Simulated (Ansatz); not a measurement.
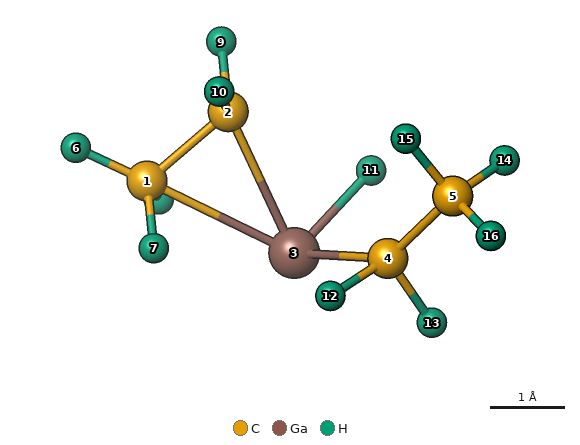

Starting structure of C₄H₁₁Ga (coarse preliminary run). The picture is a ball-and-stick view, seen at a tilt.

The start comes from a force field.

The calculation used RKS PBE-D4/def2-SVP (Ansatz).

The input:
```yaml
crystal:
  periodic: [false, false, false]
  atoms:
    - {symbol: C, position_ang: [-0.761900, -0.174100, 2.139600]}
    - {symbol: C, position_ang: [0.394600, 0.460600, 1.426800]}
    - {symbol: Ga, position_ang: [-1.357200, 0.361500, 0.015000]}
    - {symbol: C, position_ang: [-0.203600, -0.416800, -1.463100]}
    - {symbol: C, position_ang: [1.099800, -0.250000, -2.090500]}
    - {symbol: H, position_ang: [-0.555500, -0.359600, 3.178700]}
    - {symbol: H, position_ang: [-1.102700, -1.050600, 1.605500]}
    - {symbol: H, position_ang: [-1.605600, 0.620100, 2.106400]}
    - {symbol: H, position_ang: [0.727200, 1.406300, 1.989300]}
    - {symbol: H, position_ang: [1.234400, -0.268300, 1.445600]}
    - {symbol: H, position_ang: [-0.703600, 1.861300, -0.387100]}
    - {symbol: H, position_ang: [-0.368600, -1.456100, -1.060500]}
    - {symbol: H, position_ang: [-1.111900, -0.201200, -2.234300]}
    - {symbol: H, position_ang: [1.179800, 0.812000, -2.418500]}
    - {symbol: H, position_ang: [1.875000, -0.457900, -1.303600]}
    - {symbol: H, position_ang: [1.236800, -0.909900, -2.905000]}
basis:
  gaussian: {orbitals: def2-SVP}
hamiltonian: {xc: pbe, dispersion: d4}
relax: {f_tol: 0.03, max_steps: 200}
```

Run as
```bash
ansatz run in.yaml --threads 4 --pin off --events-out ev --progress --plain --max-ram 11315MiB
```

Predict the outcome.

The energy falls by 4.833 eV in 12 accepted moves (13 points after the start). Largest force component: 4.5 eV/Å at the start, 0.012 eV/Å at the end. The line search rejected the trial step at point 7 of the run. Ga3 moves most after the best rigid fit: 1.07 Å. Largest moves by element: Ga 1.07 Å, H 0.60 Å, C 0.40 Å. Near-neighbour distances that change, for instance: Ga3–H8 2.122 → 3.145 Å, Ga3–H7 2.142 → 3.143 Å, C1–Ga3 2.271 → 2.939 Å, C2–Ga3 2.252 → 1.999 Å. Among the angles between lasting bonds that change: C2–Ga3–H11 79.0° → 119.5°, C1–C2–Ga3 71.3° → 111.7°, C4–Ga3–H11 87.0° → 120.0°.

The structure at the end:

```xyz
16

C    -0.9038   -0.1952    2.5086
C     0.2064    0.4364    1.6489
Ga   -0.4380    0.8593   -0.1954
C    -0.2081   -0.4609   -1.6779
C     1.1619   -0.3083   -2.3638
H    -0.5513   -0.4359    3.5352
H    -1.2822   -1.1449    2.0732
H    -1.7791    0.4792    2.6234
H     0.5770    1.3673    2.1281
H     1.0729   -0.2556    1.5765
H    -1.1443    2.2609   -0.4786
H    -0.3106   -1.4856   -1.2591
H    -1.0248   -0.3336   -2.4191
H     1.2912    0.6950   -2.8229
H     2.0048   -0.4502   -1.6540
H     1.3049   -1.0506   -3.1788
```

After the run, drawn alike:

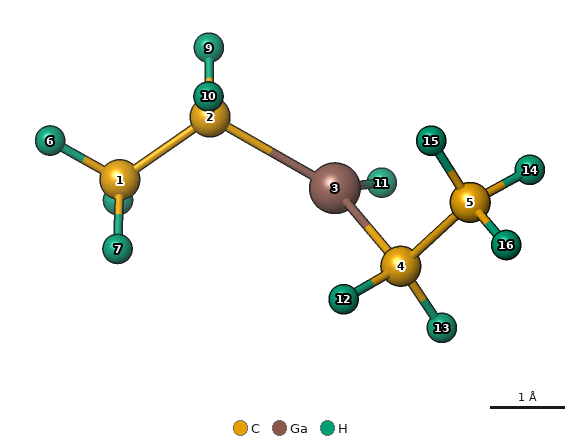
